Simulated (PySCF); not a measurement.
Input file:

```
{"job": {"kind": "nmr", "xc": "PBE0", "basis": "pcSseg-2"}, "charge": 1, "multiplicity": 1}
N     -0.516101    -0.031456     0.030166
C      0.744425     0.025721    -0.060372
O      1.863840     0.077219    -0.138455
H     -1.024374     0.672982     0.563738
H     -1.032505    -0.778678    -0.433102
```

Launched as:

```sh
OMP_NUM_THREADS=1 python probes_run.py task.json out
```

Geometry: PBE0-D3(BJ)/def2-TZVP.

These are results of PBE0/pcSseg-2, SCF density, gas phase, non-relativistic (PySCF), not measurements.

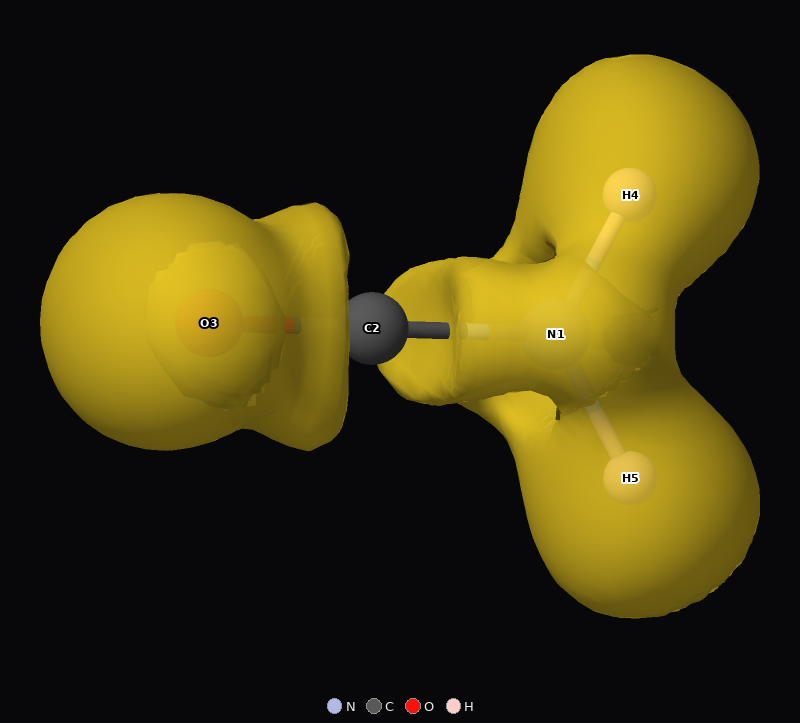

CH2NO (SMILES NC#[O+]) (charge +1). Isosurface of the electron localisation function at 0.75 (yellow), seen at a tilt. Core shells and regions of very low density are left out.

Question: Where are the electrons localised?

Answer: The ELF exceeds this value in one region on O in which the atom's valence shell and bonds are merged and one joined region spread over several atoms (H, N), in which their bonds and any lone pairs are merged. Profiles from the grid: C–O (1.12 Å): the ELF peaks at about 0.85 between the atoms: a short, multiple covalent bond. C–N (1.27 Å): the ELF peaks at about 0.90 between the atoms: a short, multiple covalent bond.
